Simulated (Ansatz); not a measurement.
# BSiH₃ (triplet): one geometry, many settings

What do other methods and options give for BSiH₃ (triplet) at this geometry, and how long do they take?

Method: the settings change from run to run; program: Ansatz 0.2.0, Gaussian basis.

29 further runs of the same task are left out: 2 for a known fault of the program, 8 that didn't finish, 19 set aside as unsound or not needed.

## (1) What is computed

The geometry is a PBE0/def2-TZVP stationary point (not a proven minimum).

5 atoms, charge 0, spin multiplicity 3.

Atoms are counted from 1 here; the program's logs count them from 0.

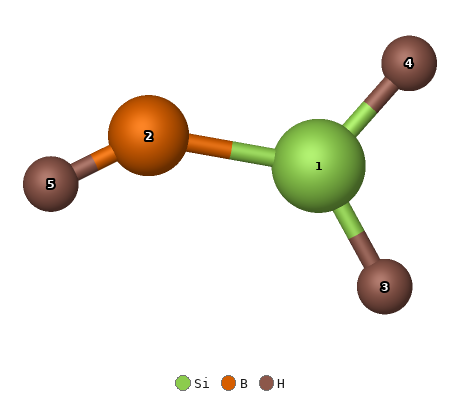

The structure; silicon green, boron orange, hydrogen brown; atoms are numbered from 1 in the order of the file.

## (2) MP2 on UHF/def2-SVP

Contents of in.yaml:

```yaml
crystal:
  periodic: [false, false, false]
  atoms:
    - {symbol: Si, position_ang: [0.000000, 0.028764, 0.511008]}
    - {symbol: B, position_ang: [0.000000, -0.129527, -1.361590]}
    - {symbol: H, position_ang: [0.000000, 1.263163, 1.346633]}
    - {symbol: H, position_ang: [0.000000, -1.163262, 1.392206]}
    - {symbol: H, position_ang: [0.000000, 0.487893, -2.373513]}
basis:
  gaussian: {orbitals: def2-SVP}
magnetization: {spin_polarized: true, initial_magnetization: 2}
correlation: {method: mp2, electrons: all}
scf: {lower_state_search: full}
```

Launch:

```sh
ansatz run in.yaml --threads 1 --pin off --events-out ev --progress --plain --max-ram 2393MiB
```

The log of the run:

```text
Functional definition: HF
  name "HF"
  cite "Fock, Z. Phys. 61, 126 (1930) doi:10.1007/BF01340294"
  parent pbe
  exchange = exact_x
  correlation = 0
467 factors; integrals over basis functions are off by at most 1.1e-3 eV
mean field evaluation 1: about -8574.0107 eV, gradient 9.3e0 eV
mean field evaluation 2: about -8574.0229 eV, gradient 9.4e0 eV
mean field evaluation 4: about -8575.1744 eV, gradient 1.0e0 eV
mean field evaluation 8: about -8575.2000 eV, gradient 8.2e-2 eV
mean field evaluation 16: about -8506.0141 eV, gradient 1.0e2 eV
mean field evaluation 32: about -8575.2003 eV, gradient 1.9e-6 eV
mean field evaluation 64: about -8565.1401 eV, gradient 2.8e1 eV
mean field -8575.20031420 eV, -315.1327990675 hartree, gradient 2.9e-6 eV, S^2 2.013628; 5 other end points of the search recorded, 0 dependent functions left out
reference -8575.20031420 eV, -315.1327990675 hartree; 12, 10 occupied and 35, 37 virtual orbitals, 467 factors
second order -4.34329266 eV of doubles, -0.00000000 eV of singles
Total energy: -8579.54360687 eV, -315.2924121288 hartree
```

It took 0.66 s on 1 thread of Arm Neoverse V1, shared host.

From the report: ⟨S²⟩ of the determinant 2.014 (pure triplet: 2.00).

## (3) CCSD(T)/def2-SVP

in.yaml: that of step 2 with these lines changed.

```diff
@@ -10,4 +10,5 @@
   gaussian: {orbitals: def2-SVP}
-magnetization: {spin_polarized: true, initial_magnetization: 2}
-correlation: {method: mp2, electrons: all}
-scf: {lower_state_search: full}
+magnetization: {spin_polarized: false, initial_magnetization: 2}
+hamiltonian: {xc: {name: r2SCAN}}
+correlation: {method: ccsd_t, electrons: outside_noble_gas, diis_vectors: 12}
+scf: {omitted_lower_state_checks: [cluster_reference]}
```

The command is unchanged.

The log of the run, cut to the lines that bear on the results:

```text
Functional definition: r2SCAN
  name "r2SCAN"
  cite "Furness, Kaplan, Ning, Perdew & Sun, J. Phys. Chem. Lett. 11, 8208 (2020) doi:10.1021/acs.jpclett.0c02405"
  cite "Furness, Kaplan, Ning, Perdew & Sun, J. Phys. Chem. Lett. 11, 9248 (2020) doi:10.1021/acs.jpclett.0c03077"
  parent r2scan
[...]
467 factors; integrals over basis functions are off by at most 1.1e-3 eV
[...]
mean field -8594.53664454 eV, -315.8433961007 hartree, gradient 1.4e-6 eV, S^2 2.000000; 0 other end points of the search recorded, 0 dependent functions left out
6 core orbitals not correlated: weight in the atoms' cores, before any rotation towards them, 1.000 or more for the frozen orbitals, at most 0.000 for the correlated occupied ones
reference -8574.81748516 eV, -315.1187303596 hartree; 6, 4 occupied and 35, 37 virtual orbitals, 467 factors
second order -4.30352485 eV of doubles, -0.22217280 eV of singles
cycle   1  -5.13621241 eV  change   -6.1e-1 eV  update   5.6e-2
[...]
cycle  10  -5.35284092 eV  change    9.5e-7 eV  update   6.2e-6
perturbative correction -0.15124410 eV, -0.0055581181 hartree
Total energy: -8580.32157018 eV, -315.3210017534 hartree
Checks for a lower state left out: cluster_reference
```

Run time: 3 s. Hardware: 1 thread of Arm Neoverse V1, shared host.

From the report: correlation -5.5041 eV; T1 0.019; largest double amplitude 0.04. The orbitals are Kohn-Sham ones, so correlation energy and T1 don't compare with those on Hartree-Fock orbitals.

## (4) CCSD(T) on ROHF/cc-pVDZ

in.yaml: that of step 3 with these lines changed.

```diff
@@ -9,6 +9,7 @@
 basis:
-  gaussian: {orbitals: def2-SVP}
+  gaussian: {orbitals: cc-pVDZ}
 magnetization: {spin_polarized: false, initial_magnetization: 2}
-hamiltonian: {xc: {name: r2SCAN}}
-correlation: {method: ccsd_t, electrons: outside_noble_gas, diis_vectors: 12}
+correlation: {method: ccsd_t, electrons: outside_noble_gas}
+accuracy: high
 scf: {omitted_lower_state_checks: [cluster_reference]}
+output: {forces: true}
```

Same command.

The log of the run, cut to the lines that bear on the results:

```text
Functional definition: HF
  name "HF"
  cite "Fock, Z. Phys. 61, 126 (1930) doi:10.1007/BF01340294"
  parent pbe
[...]
1026 factors; integrals over basis functions are off by at most 3.8e-9 eV
[...]
mean field -8578.16430169 eV, -315.2417235986 hartree, gradient 3.3e-8 eV, S^2 2.000000; 0 other end points of the search recorded, 0 dependent functions left out
6 core orbitals not correlated: weight in the atoms' cores, before any rotation towards them, 1.000 or more for the frozen orbitals, at most 0.000 for the correlated occupied ones
reference -8578.16430169 eV, -315.2417235986 hartree; 6, 4 occupied and 35, 37 virtual orbitals, 1026 factors
second order -4.11597662 eV of doubles, -0.05844035 eV of singles
cycle   1  -4.90760355 eV  change   -7.3e-1 eV  update   6.5e-2
[...]
cycle  23  -5.17615887 eV  change   2.3e-10 eV  update  9.4e-10
perturbative correction -0.13834960 eV, -0.0050842542 hartree
[...]
Total energy: -8583.47881017 eV, -315.4370281828 hartree
Atom 0 at     0.000000     0.028764     0.511008 Å, force    -0.000000     0.092417     0.532872 eV/Å
Atom 1 at     0.000000    -0.129527    -1.361590 Å, force     0.000000    -0.351621    -0.352198 eV/Å
Atom 2 at     0.000000     1.263163     1.346633 Å, force     0.000000     0.109682     0.067798 eV/Å
Atom 3 at     0.000000    -1.163262     1.392206 Å, force    -0.000000    -0.111887     0.077459 eV/Å
Atom 4 at     0.000000     0.487893    -2.373513 Å, force    -0.000000     0.261409    -0.325931 eV/Å
Dipole moment:    -0.000000     0.083474     0.235264 e Å
Checks for a lower state left out: cluster_reference
```

Wall time 8.5 s (1 thread of Arm Neoverse V1, shared host); peak memory 0.26 GiB.

From the report: correlation -5.3145 eV; T1 0.019; largest double amplitude 0.03.

## (5) CISDT/6-31G

in.yaml: that of step 4 with these lines changed.

```diff
@@ -9,7 +9,5 @@
 basis:
-  gaussian: {orbitals: cc-pVDZ}
+  gaussian: {orbitals: 6-31G}
 magnetization: {spin_polarized: false, initial_magnetization: 2}
-correlation: {method: ccsd_t, electrons: outside_noble_gas}
-accuracy: high
-scf: {omitted_lower_state_checks: [cluster_reference]}
+correlation: {active_space: {ras: {orbitals: [4, 2, 16], electrons: 10, max_holes: 3, max_particles: 3}, fixed_orbitals: true}}
 output: {forces: true}
```

Launched as before.

The log of the run, cut to the lines that bear on the results:

```text
Functional definition: HF
  name "HF"
  cite "Fock, Z. Phys. 61, 126 (1930) doi:10.1007/BF01340294"
  parent pbe
[...]
362 factors; integrals over basis functions are off by at most 2.5e-4 eV
[...]
mean field -8576.40792160 eV, -315.1771778208 hartree, gradient 4.9e-6 eV, S^2 2.000000; 0 other end points of the search recorded, 0 dependent functions left out
reference -8576.40792160 eV, -315.1771778208 hartree; 12, 10 occupied and 16, 18 virtual orbitals, 362 factors
state -8579.41871035 eV, -315.2878222666 hartree
[...]
Total energy: -8579.41871035 eV, -315.2878222666 hartree
Atom 0 at     0.000000     0.028764     0.511008 Å, force     0.000000     0.229069     0.667876 eV/Å
Atom 1 at     0.000000    -0.129527    -1.361590 Å, force     0.000000    -0.494857    -1.087460 eV/Å
Atom 2 at     0.000000     1.263163     1.346633 Å, force    -0.000000     0.414736     0.261434 eV/Å
Atom 3 at     0.000000    -1.163262     1.392206 Å, force     0.000000    -0.419682     0.269503 eV/Å
Atom 4 at     0.000000     0.487893    -2.373513 Å, force     0.000000     0.270734    -0.111353 eV/Å
Dipole moment:     0.000000     0.069178     0.181893 e Å
```

It took 6 s on 1 thread of Arm Neoverse V1, shared host.

From the report: 410,744 determinants.

## (6) CCSDT(Q)/B/STO-3G

Contents of in.yaml:

```yaml
crystal:
  periodic: [false, false, false]
  atoms:
    - {symbol: Si, position_ang: [0.000000, 0.028764, 0.511008]}
    - {symbol: B, position_ang: [0.000000, -0.129527, -1.361590]}
    - {symbol: H, position_ang: [0.000000, 1.263163, 1.346633]}
    - {symbol: H, position_ang: [0.000000, -1.163262, 1.392206]}
    - {symbol: H, position_ang: [0.000000, 0.487893, -2.373513]}
basis:
  gaussian: {orbitals: STO-3G}
magnetization: {spin_polarized: true, initial_magnetization: 2}
hamiltonian: {xc: {name: r2SCAN}}
correlation: {method: ccsdt_q_b, electrons: all}
accuracy: high
```

Same command.

The log of the run, cut to the lines that bear on the results:

```text
Functional definition: r2SCAN
  name "r2SCAN"
  cite "Furness, Kaplan, Ning, Perdew & Sun, J. Phys. Chem. Lett. 11, 8208 (2020) doi:10.1021/acs.jpclett.0c02405"
  cite "Furness, Kaplan, Ning, Perdew & Sun, J. Phys. Chem. Lett. 11, 9248 (2020) doi:10.1021/acs.jpclett.0c03077"
  parent r2scan
[...]
286 factors; integrals over basis functions are off by at most 1.1e-8 eV
[...]
mean field -8496.73642820 eV, -312.2493044415 hartree, gradient 2.7e-8 eV, S^2 2.005798; 0 other end points of the search recorded, 0 dependent functions left out
reference -8477.57461439 eV, -311.5451207724 hartree; 12, 10 occupied and 5, 7 virtual orbitals, 286 factors
second order -1.83064892 eV of doubles, -0.16089160 eV of singles
cycle   1  -2.42337332 eV  change   -4.3e-1 eV  update   6.0e-2
[...]
cycle  22  -2.74482346 eV  change   1.6e-10 eV  update   2.2e-9
perturbative correction -0.00170919 eV, -0.0000628116 hartree
Total energy: -8480.32114705 eV, -311.6460539858 hartree
```

Run time: 15 s. Hardware: 1 thread of Arm Neoverse V1, shared host; peak memory 0.41 GiB.

From the report: ⟨S²⟩ of the determinant 2.006 (pure triplet: 2.00); correlation -2.7465 eV; T1 0.012; largest double amplitude 0.05. The orbitals are Kohn-Sham ones, so correlation energy and T1 don't compare with those on Hartree-Fock orbitals.

## (7) The runs in one table

Where basis and cores are those of an earlier UCCSDT(Q)/cc-pVDZ run (-8583.5176 eV), and the state is the same kind, the miss against it is given.

| level | correlated | functions | energy (eV) | from UCCSDT(Q) (meV) | time |
| --- | --- | --- | --- | --- | --- |
| MP2 on UHF/def2-SVP | all | 47 | -8579.5436 |  | 0.66 s |
| CCSD(T)/def2-SVP (on r2SCAN orbitals) | outside noble gas | 47 | -8580.3216 |  | 3 s |
| CCSD(T) on ROHF/cc-pVDZ | outside noble gas | 47 | -8583.4788 | 38.8 | 8.5 s |
| CISDT/6-31G | valence | 28 | -8579.4187 |  | 6 s |
| CCSDT(Q)/B/STO-3G (on r2SCAN orbitals) | all | 17 | -8480.3211 |  | 15 s |

## (8) What came out

| quantity | value |
| --- | --- |
| runs | 5 |
| quickest | MP2 on UHF/def2-SVP, 0.66 s |
| slowest | CCSDT(Q)/B/STO-3G (on r2SCAN orbitals), 15 s |

Total energies in different bases, with other cores or another treatment of relativity can't be set against each other. CCSDT(Q)/B/STO-3G (on r2SCAN orbitals) took 22 times as long as MP2 on UHF/def2-SVP; the jobs differ in more than the method.
